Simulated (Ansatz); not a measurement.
# Sc (P6_3/mmc, 2 atoms in the cell): modes against biaxial strain in the (0001) plane, that of a and b, part 2 of 2

Wanted: the shifts of the zone-centre modes of Sc (P6_3/mmc, 2 atoms in the cell) with strain.

Ansatz 0.2.0; DFT PBEsol, scalar-relativistic, plane waves, PAW; PAW set soft_1.

So far. Step 3 (Tight relaxation): The forces vanish by symmetry and the pressure is -0.002 GPa, within the tolerances set. The cell now holds 23.63 Å³/atom.

### 4. Zone-centre response at rest

The force constants come from the linear response of the density to a displacement.

The modes at rest are the reference of the series.

input.yaml

```yaml
crystal:
  lattice:
    - [3.2776799781, 0.0, 0.0]
    - [-1.638839989, 2.8385541265, 0.0]
    - [0.0, 0.0, 5.080351353]
  atoms:
    - { symbol: Sc, position: [0.3333333333, 0.6666666667, 0.25] }
    - { symbol: Sc, position: [0.6666666667, 0.3333333333, 0.75] }
kpoints:
  mp_grid: { grid: [15, 15, 8] }
hamiltonian:
  xc: pbesol
  pseudopotentials: { kind: paw, azcp: { folder: soft_1 }, xc_functional: pbe }
scf:
  occupations: { method: methfessel_paxton, width: 0.2 }
output:
  eigenvalues: true
phonons:
  method: dfpt
```

Started as:

```bash
$ ansatz run input.yaml --threads 4 --pin off --max-ram 10240MiB --backend cpu --events-out ev --progress --plain --runs-dir out
```

Numbers of over 12 decimals in the logs are rounded to 6 here.

What it wrote:

```text
zone centre: on kpoints.mp_grid the ground state, and the responses unless they are solved on pairs of k-points, stand on 320 of the mesh's 1800 k-points, reduced under 4 symmetry operations, with k and −k counted as one. Each operation leaves every solved displacement unchanged or reverses it
[...]
Crystal: 2 atoms, lattice volume = 47.267 Å³
Basis set: ecut = 420 eV, 953 PW (Γ), exchange–correlation on 48×48×72 points (8 copies of the dense FFT grid, shifted against one another)
Bands: 15, of which v1, the nominal top of the filled ones, is band 11 counted from 1 (10 counted from 0)
Symmetry: 24 space group operations
k-points: 320 of 1800 (irreducible under 4 space group operations, time reversal used)
[...]
SCF iter   1: F=—  HF=-4222.887241 eV  |F-HF|=—  |Δ(HF+E_count)|=         —  Δρ=2.58e-2  dr2=4.02e-1  ethr=3.10e-3  ⟨swp⟩=3.1  Hψ=17479  notcnv=0
[...]
SCF iter   8: F=-4222.743206 eV  HF=-4222.743206 eV  |F-HF|=5.46e-12  |Δ(HF+E_count)|=  2.18e-11  S|Δr|=    0.00e0  Δρ=1.18e-7  dr2=6.14e-12  ethr=1.00e-12  ⟨swp⟩=3.1  Hψ=18595  notcnv=0
SCF 1 converged in 8 iterations: F = -4222.743206 eV  dr2 = 6.14e-12
[...]
DFPT response loops at Γ: preconditioner auto → Kerker (q_TF=auto, 2.402 Å⁻¹) (partly filled bands, converged f_vac=0.000); β = 1.00, the filter's whole step (`scf.mixing.beta` (0.50) is not read by the response loops under this deck's `scf.mixing.preconditioner`; to damp them name `kerker` or `kerker_dos`, under which they read `scf.mixing.beta`, and type it under 1.00, their step now; both keys bind the ground state too); Broyden in place of MSR1
SCF converged after 8 iterations
[...]
Free energy (F): -4222.743206 eV
[...]
Internal energy: -4222.739170 eV  (E = F + TS)
E sigma→0 (E₀):  -4222.742197 eV
Entropy (-TS):   -0.004036 eV (-2.018 meV/atom)
Fermi energy:    9.494632 eV
[...]
--- Band table (eV; the first three rows and the last of 320) ---
  k-point 0: bands = [... 7 lower, -18.0449, 4.2933, 7.8057, 10.2492, 11.1316, 11.1316, 11.4419, 11.6178]
  k-point 1: bands = [... 7 lower, -18.0653, 4.4042, 7.6716, 10.1829, 11.0697, 11.0697, 11.3658, 11.5450]
  k-point 2: bands = [... 7 lower, -18.0927, 4.7288, 7.2527, 10.1311, 10.9841, 10.9841, 11.1523, 11.3722]
  k-point 319: bands = [... 7 lower, -18.1403, 8.0951, 8.0951, 9.6505, 9.6505, 10.2798, 10.2798, 11.8182]
--- Phonons (Γ-DFPT): 2 representative perturbations + reference, on 320 of 1800 k-points (Σ response iterations 6) ---
  k mesh reduced under 4 symmetry operations, with k and −k counted as one. Each operation leaves every solved displacement unchanged or reverses it
  ASR residual: 6.904e-5 → 0.000e0 eV/Å²; symmetrization residual: 2.258e-10 eV/Å²
  ASR residual per site (eV/Å²): 6.90e-5 6.90e-5
  Γ frequencies (cm⁻¹): 0.00 0.00 0.00 135.08 135.08 235.43
  non-analytic LO–TO correction: not included (Born effective charges unavailable; polar crystals: no LO–TO splitting at Γ)
```

The job ended after 43 s (4 threads of Intel Xeon at 2.50GHz (Skylake/Cascade Lake), shared host; peak memory 1 GiB).

Numbers from this step:

```
sum-rule residual before enforcement                    : 6.90e-5 eV/Å²
point group                                             : 6/mmm
highest optical mode at the zone centre (no LO-TO term) : 235.4 cm⁻¹
lowest optical zone-centre mode                         : 135.1 cm⁻¹
```

Patterns of degenerate modes are one choice out of their space. Modes at Γ:

```
mode  frequency (cm⁻¹)  symmetry
   1               0.0  acoustic
   2               0.0  acoustic
   3               0.0  acoustic
   4             135.1       E2g
   5             135.1       E2g
   6             235.4       B1g
```

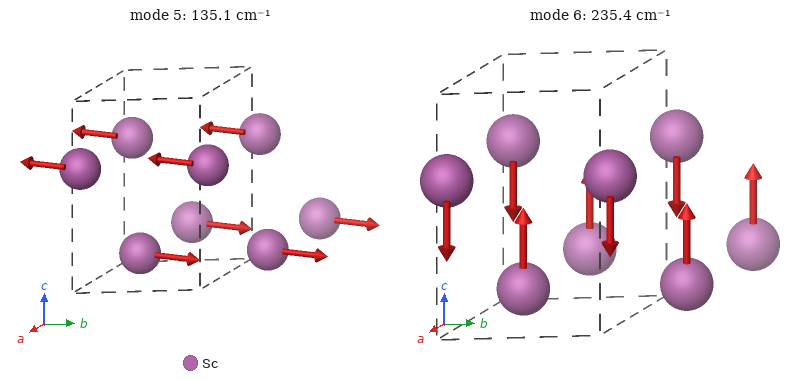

Displacement patterns of modes 5 and 6 at Γ; arrows are exaggerated. 2×2×1 cells are drawn.

Before it was imposed, the acoustic sum rule was missed by 6.9e-5 eV/Å². Small misses are needed for a sound result but don't prove that mesh and cutoff are converged. The lowest optical mode is real, 135 cm⁻¹.

### 5. Relaxation of a member: biaxial strain of +4 % in the (0001) plane, that of a and b

The cell takes a biaxial strain of +4 % in the (0001) plane, that of a and b. The strained lengths are held, while the rest of the cell and the atoms relax.

input.yaml, the sections that differ from step 4:

```yaml
crystal:
  lattice:
    - [3.4087871772, 0.0, 0.0]
    - [-1.7043935886, 2.9520962915, 0.0]
    - [0.0, 0.0, 5.0011497237]
  atoms:
    - { symbol: Sc, position: [0.3333333333, 0.6666666667, 0.25] }
    - { symbol: Sc, position: [0.6666666667, 0.3333333333, 0.75] }
output:
  forces: true
  stress: true
  eigenvalues: true
relax:
  adjacent_minimum: "off"
  f_tol: 0.001
  max_steps: 60
  cell: { stress_tol: 0.01, fix: [a, b, gamma] }
# kpoints, hamiltonian, scf: as in step 4
# phonons: removed
```

What it wrote:

```text
[...]
Crystal: 2 atoms, lattice volume = 50.327 Å³
Basis set: ecut = 420 eV, 977 PW (Γ), exchange–correlation on 48×48×72 points (8 copies of the dense FFT grid, shifted against one another)
Bands: 15, of which v1, the nominal top of the filled ones, is band 11 counted from 1 (10 counted from 0)
Symmetry: 24 space group operations
[...]
k-points: 135 of 1800
[...]
k-point 134: bands = [... 7 lower, -18.9411, 8.4066, 8.4066, 8.6930, 8.6930, 9.0813, 9.0813, 11.2562]
--- Relaxed structure (3 steps of the walk, 3 accepted, 1 SCFs on fresh bases) ---
[...]
cell:  # Å, volume = 50.0730 Å³
    - [3.408787, 0, 0]
    - [-1.704394, 2.952096, -2.755993075440527e-19]
    - [0, -4.668931039725249e-19, 4.975917]
  atoms:
    - { symbol: Sc, position: [0.333333, 0.666667, 0.250000] }
    - { symbol: Sc, position: [0.666667, 0.333333, 0.750000] }
[key lines of the parts left out:]
SCF converged after 4 iterations
Free energy (F): -4222.686283 eV
Fermi energy:    8.820113 eV
P = ⅓ Tr σ = -3.0269 GPa (-30.269 kbar)
```

Elapsed: 15 s, on 4 threads; peak memory 0.45 GiB.

The steps of the relaxation:

```
step  energy less that of the first step (eV)  largest force component (eV/Å)  pressure (GPa)  volume (Å³)
   1                                   0.0000                          0.0000           -3.26        50.33
   2                                  -0.0004                          0.0000           -3.04        50.08
   3                                  -0.0004                          0.0000           -3.03        50.07
  4*                                  -0.0004                          0.0000           -3.03        50.07
```

Relaxation steps marked * repeat the geometry before them on a plane-wave basis chosen anew for their cell, so energy and pressure can jump there.

The run keeps the 24 symmetry operations that it works with, so distortions that break them were not tested.

```
conventional cell, symmetrised  before  after  change
                         a (Å)   3.409  3.409  -0.0 %
                         b (Å)   3.409  3.409  -0.0 %
                         c (Å)   5.001  4.976  -0.5 %
              volume (Å³/atom)   25.16  25.04  -0.5 %
```

Final coordinates:

```xyz
2
Lattice="3.4088 0.0000 0.0000 -1.7044 2.9521 0.0000 0.0000 0.0000 4.9759" Properties=species:S:1:pos:R:3 pbc="T T T"
Sc    0.0000    1.9681    1.2440
Sc    1.7044    0.9840    3.7319
```

This step gave:

```
pressure        : -3.027 GPa
volume per atom : 25.04 Å³
```

The forces vanish by symmetry.

The cell shrank by 0.5 % in volume.

### 6. Modes of this member: biaxial strain of +4 % in the (0001) plane, that of a and b

The zone-centre modes follow for biaxial strain of +4 % in the (0001) plane, that of a and b.

input.yaml, the sections that differ from step 5:

```yaml
crystal:
  lattice:
    - [3.4087871772, 0.0, 0.0]
    - [-1.7043935886, 2.9520962915, 0.0]
    - [0.0, 0.0, 4.9759173284]
  atoms:
    - { symbol: Sc, position: [0.3333333333, 0.6666666667, 0.25] }
    - { symbol: Sc, position: [0.6666666667, 0.3333333333, 0.75] }
output:
  eigenvalues: true
phonons:
  method: dfpt
# kpoints, hamiltonian, scf: as in step 5
# relax: removed
```

What it wrote:

```text
[...]
Crystal: 2 atoms, lattice volume = 50.073 Å³
Basis set: ecut = 420 eV, 977 PW (Γ), exchange–correlation on 48×48×72 points (8 copies of the dense FFT grid, shifted against one another)
Bands: 15, of which v1, the nominal top of the filled ones, is band 11 counted from 1 (10 counted from 0)
Symmetry: 24 space group operations
k-points: 320 of 1800 (irreducible under 4 space group operations, time reversal used)
[...]
SCF iter   1: F=—  HF=-4222.835318 eV  |F-HF|=—  |Δ(HF+E_count)|=         —  Δρ=2.56e-2  dr2=4.29e-1  ethr=3.10e-3  ⟨swp⟩=3.1  Hψ=17453  notcnv=0
[...]
SCF iter   8: F=-4222.686283 eV  HF=-4222.686283 eV  |F-HF|=9.09e-13  |Δ(HF+E_count)|=  2.36e-11  S|Δr|=    0.00e0  Δρ=1.29e-8  dr2=4.54e-14  ethr=1.00e-12  ⟨swp⟩=3.1  Hψ=18841  notcnv=0
[...]
SCF 1 converged in 8 iterations: F = -4222.686283 eV  dr2 = 4.54e-14
[...]
SCF converged after 8 iterations
[...]
Free energy (F): -4222.686283 eV
[...]
Internal energy: -4222.681287 eV  (E = F + TS)
E sigma→0 (E₀):  -4222.685034 eV
Entropy (-TS):   -0.004996 eV (-2.498 meV/atom)
Fermi energy:    8.820113 eV
Step filling:    the computed levels leave a gap of 0.0000 eV = 0.0 smearing widths at the electron count; against every level under it full and every level over it empty, smearing changes F+E_penalty+E_count by -1.981 meV and its σ→0 estimate by -0.732 meV
[...]
--- Band table (eV; the first three rows and the last of 320) ---
  k-point 0: bands = [... 7 lower, -18.8721, 3.7509, 7.3132, 9.9188, 10.3301, 10.3301, 10.8631, 10.8631]
  k-point 1: bands = [... 7 lower, -18.8909, 3.8656, 7.1948, 9.8050, 10.2265, 10.2265, 10.7703, 10.7703]
  k-point 2: bands = [... 7 lower, -18.9442, 4.2016, 6.7976, 9.6751, 10.1048, 10.1048, 10.5532, 10.5532]
  k-point 319: bands = [... 7 lower, -18.9533, 7.4710, 7.4710, 8.9672, 8.9672, 9.6065, 9.6065, 11.0011]
[...]
ASR residual: 1.110e-5 → 0.000e0 eV/Å²; symmetrization residual: 2.357e-13 eV/Å²
  ASR residual per site (eV/Å²): 1.11e-5 1.11e-5
  Γ frequencies (cm⁻¹): 0.00 0.00 0.00 142.35 142.35 243.97
[...]
```

It took 43 s on 4 threads; peak memory 1.1 GiB; 2.3 min of CPU time.

Numbers from this step:

* sum-rule residual before enforcement: 1.11e-5 eV/Å²
* highest optical mode at the zone centre (no LO-TO term): 244.0 cm⁻¹
* lowest optical zone-centre mode: 142.3 cm⁻¹

Patterns of degenerate modes are one choice out of their space. Modes at Γ:

```
mode  frequency (cm⁻¹)  symmetry
   1               0.0  acoustic
   2               0.0  acoustic
   3               0.0  acoustic
   4             142.3       E2g
   5             142.3       E2g
   6             244.0       B1g
```

The lowest optical mode is real, 142 cm⁻¹, and the highest lies at 244.0 cm⁻¹.

Between step 4 and this run (strain 4 %) the value for the highest optical mode at the zone centre (no LO-TO term) moves from 235 cm⁻¹ to 244 cm⁻¹ (+4 %).

### 7. Relaxation of a member: biaxial strain of -4 % in the (0001) plane, that of a and b

The cell takes a biaxial strain of -4 % in the (0001) plane, that of a and b. The strained lengths are held, while the rest of the cell and the atoms relax.

input.yaml, the sections that differ from step 6:

```yaml
crystal:
  lattice:
    - [3.1465727789, 0.0, 0.0]
    - [-1.5732863895, 2.7250119614, 0.0]
    - [0.0, 0.0, 5.1751289954]
  atoms:
    - { symbol: Sc, position: [0.3333333333, 0.6666666667, 0.25] }
    - { symbol: Sc, position: [0.6666666667, 0.3333333333, 0.75] }
output:
  forces: true
  stress: true
  eigenvalues: true
relax:
  adjacent_minimum: "off"
  f_tol: 0.001
  max_steps: 60
  cell: { stress_tol: 0.01, fix: [a, b, gamma] }
# kpoints, hamiltonian, scf: as in step 6
# phonons: removed
```

What it wrote:

```text
[...]
Crystal: 2 atoms, lattice volume = 44.374 Å³
Basis set: ecut = 420 eV, 869 PW (Γ), exchange–correlation on 48×48×72 points (8 copies of the dense FFT grid, shifted against one another)
Bands: 15, of which v1, the nominal top of the filled ones, is band 11 counted from 1 (10 counted from 0)
Symmetry: 24 space group operations
[...]
k-points: 135 of 1800
[...]
k-point 134: bands = [... 7 lower, -17.3176, 9.7599, 9.7599, 10.0210, 10.0210, 10.5370, 10.5370, 12.6675]
--- Relaxed structure (2 steps of the walk, 2 accepted, 1 SCFs on fresh bases) ---
[...]
cell:  # Å, volume = 44.7017 Å³
    - [3.146573, 2.8867627548048602e-11, 0]
    - [-1.573286, 2.725012, 0]
    - [0, 0.0, 5.213359]
  atoms:
    - { symbol: Sc, position: [0.333333, 0.666667, 0.250000] }
    - { symbol: Sc, position: [0.666667, 0.333333, 0.750000] }
[key lines of the parts left out:]
SCF converged after 6 iterations
Free energy (F): -4222.679117 eV
Fermi energy:    10.180868 eV
P = ⅓ Tr σ = 3.7124 GPa (37.124 kbar)
```

Run time: 10 s. Hardware: 4 threads; peak memory 0.44 GiB.

Step by step:

```
step  energy less that of the first step (eV)  largest force component (eV/Å)  pressure (GPa)  volume (Å³)
   1                                   0.0000                          0.0000            4.20        44.37
   2                                  -0.0008                          0.0000            3.71        44.70
  3*                                  -0.0008                          0.0000            3.71        44.70
```

Relaxation steps marked * repeat the geometry before them on a plane-wave basis chosen anew for their cell, so energy and pressure can jump there.

Forces are held to the 24 operations that the run works with; a distortion that breaks them can't arise in this run.

```
conventional cell, symmetrised  before  after  change
                         a (Å)   3.147  3.147  -0.0 %
                         b (Å)   3.147  3.147  -0.0 %
                         c (Å)   5.175  5.213  +0.7 %
              volume (Å³/atom)   22.19  22.35  +0.7 %
```

Final coordinates:

```xyz
2
Lattice="3.1466 0.0000 0.0000 -1.5733 2.7250 0.0000 0.0000 0.0000 5.2134" Properties=species:S:1:pos:R:3 pbc="T T T"
Sc    0.0000    1.8167    1.3033
Sc    1.5733    0.9083    3.9100
```

This step gave:

```
pressure        : 3.712 GPa
volume per atom : 22.35 Å³
```

The forces vanish by symmetry.

### 8. Modes of this member: biaxial strain of -4 % in the (0001) plane, that of a and b

The zone-centre modes follow for biaxial strain of -4 % in the (0001) plane, that of a and b.

input.yaml, the sections that differ from step 7:

```yaml
crystal:
  lattice:
    - [3.1465727789, 0.0, 0.0]
    - [-1.5732863895, 2.7250119614, 0.0]
    - [0.0, 0.0, 5.2133592429]
  atoms:
    - { symbol: Sc, position: [0.3333333333, 0.6666666667, 0.25] }
    - { symbol: Sc, position: [0.6666666667, 0.3333333333, 0.75] }
output:
  eigenvalues: true
phonons:
  method: dfpt
# kpoints, hamiltonian, scf: as in step 7
# relax: removed
```

What it wrote:

```text
[...]
Crystal: 2 atoms, lattice volume = 44.702 Å³
Basis set: ecut = 420 eV, 881 PW (Γ), exchange–correlation on 48×48×72 points (8 copies of the dense FFT grid, shifted against one another)
Bands: 15, of which v1, the nominal top of the filled ones, is band 11 counted from 1 (10 counted from 0)
Symmetry: 24 space group operations
k-points: 320 of 1800 (irreducible under 4 space group operations, time reversal used)
[...]
k-point 1: bands = [... 7 lower, -17.2157, 4.9700, 8.1437, 10.5387, 11.7297, 11.9107, 11.9107, 12.3078]
  k-point 2: bands = [... 7 lower, -17.2229, 5.2801, 7.7091, 10.5571, 11.5352, 11.8648, 11.8648, 12.1824]
  k-point 319: bands = [... 7 lower, -17.3249, 8.7460, 8.7460, 10.3362, 10.3362, 10.9805, 10.9805, 12.6257]
[...]
ASR residual: 1.133e-5 → 0.000e0 eV/Å²; symmetrization residual: 1.803e-10 eV/Å²
  ASR residual per site (eV/Å²): 1.13e-5 1.13e-5
  Γ frequencies (cm⁻¹): 0.00 0.00 0.00 121.30 121.30 215.05
[...]
[key lines of the parts left out:]
SCF converged after 9 iterations
Free energy (F): -4222.679117 eV
Fermi energy:    10.180868 eV
```

It took 33 s on 4 threads; peak memory 1 GiB.

This step gave:

- sum-rule residual before enforcement: 1.13e-5 eV/Å²
- highest optical mode at the zone centre (no LO-TO term): 215.1 cm⁻¹
- lowest optical zone-centre mode: 121.3 cm⁻¹

Patterns of degenerate modes are one choice out of their space. Modes at Γ:

```
mode  frequency (cm⁻¹)  symmetry
   1               0.0  acoustic
   2               0.0  acoustic
   3               0.0  acoustic
   4             121.3       E2g
   5             121.3       E2g
   6             215.1       B1g
```

The lowest optical mode is real, 121 cm⁻¹, and the highest lies at 215.1 cm⁻¹.

For the highest optical mode at the zone centre (no LO-TO term), step 4 gave 235 cm⁻¹; this run, with strain -4 %, gives 215 cm⁻¹ (-9 %).

### 9. All members side by side

The members are set side by side, also those not shown above.

Stress is positive in compression; energies are extrapolated to zero smearing, and E0 is that at rest; the edges not held and the atoms are relaxed in each cell; all runs use 15×15×8 k points and Methfessel-Paxton smearing of 0.2 eV. State of the crystal along the series:

```
strain (%)  in-plane stress (GPa)  free strain along c (%)  E - E0 (meV/atom)
        -4                  5.565                    2.618              32.31
        -3                  4.144                    1.866              18.06
        -2                  2.723                    1.187              7.949
        -1                  1.333                   0.5714              1.963
         0               -1.49e-4                        0                  0
         1                  -1.26                  -0.5402                1.9
         2                 -2.441                    -1.05              7.451
         3                 -3.533                   -1.559              16.42
         4                  -4.54                   -2.056              28.58
```

Optical modes are counted from below at rest and tracked from member to member by their patterns, and modes that stay within 0.3 cm⁻¹ of each other stand once; labels, where given, are those at rest; the edges not held and the atoms are relaxed in each cell; all runs use 15×15×8 k points and Methfessel-Paxton smearing of 0.2 eV. Optical modes along the series:

```
strain (%)  optical mode 1 E2g (cm⁻¹)  optical mode 2 B1g (cm⁻¹)
        -4                      121.3                      215.1
        -3                      125.5                      221.8
        -2                      129.2                      227.4
        -1                      132.4                      231.8
         0                      135.1                      235.4
         1                      137.3                      238.3
         2                      139.2                      240.5
         3                      140.9                      242.4
         4                      142.3                        244
```

Value and slope at zero strain of a cubic (a lower polynomial where under five rows exist) through the rows within 2 % of rest. Slopes at rest:

```
              mode  frequency (cm⁻¹)  shift per percent of strain (cm⁻¹)  shift per GPa of compressive stress (cm⁻¹)
optical mode 1 E2g             135.1                                2.47                                        -1.9
optical mode 2 B1g             235.4                                 3.2                                       -2.47
```

### 10. Results

```
members                                                          : 9
highest optical mode at the zone centre (no LO-TO term), at rest : 235.4 cm⁻¹
biaxial modulus in the (0001) plane, that of a and b             : 130 GPa
optical mode 1 E2g, shift per percent                            : 2.47 cm⁻¹
optical mode 2 B1g, shift per percent                            : 3.20 cm⁻¹
```

In words: The stress changes by 1.30 GPa for each percent, a biaxial modulus of 130 GPa in the (0001) plane, that of a and b. For each percent the free edge responds with -0.55 %. Within 2 % of rest optical mode 2 B1g bends away from a straight line, so a single slope holds only near rest. These are harmonic frequencies at zero temperature: anharmonic shifts, linewidths and thermal expansion are left out. With no gap, or one that is small against the smearing, the frequencies hang on the k mesh and the smearing, most of all near Kohn anomalies. The PAW files were made for PBE; the program adapts parts of them to the functional of the run, but their partial waves stay those of PBE, an approximation that was not tested in this session. Only the zone centre was solved, so an instability at another wavevector cannot show here.

[Logs are printed without paths, hosts, clocks, repeated set-up lines and the standing remarks that a program may print on its own settings, such as how far it seeks lower states.]

[Hosts, paths, dates, database ids (printed as entryN), source tags and the programs' standing remarks are cut or masked in the printed files.]
